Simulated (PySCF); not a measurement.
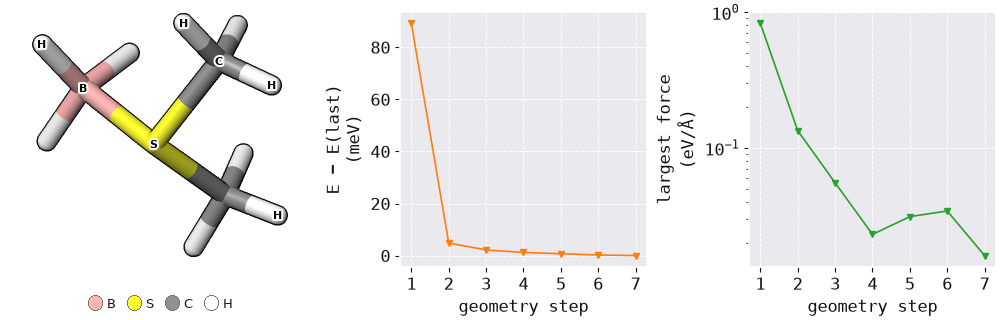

Beside the plot: the molecule at the start.

History of a geometry optimisation. C$_{2}$H$_{9}$BS (SMILES [BH3-][S+](C)C); PBE0-D3(BJ)/def2-SVP, geometry optimisation (PySCF).

The optimisation met its thresholds at geometry 7, counting the start as the first. The energy fell by about 89 meV from the first step to the last. The largest force goes from about 0.83 eV/Å at the start to 0.016 eV/Å at the end.
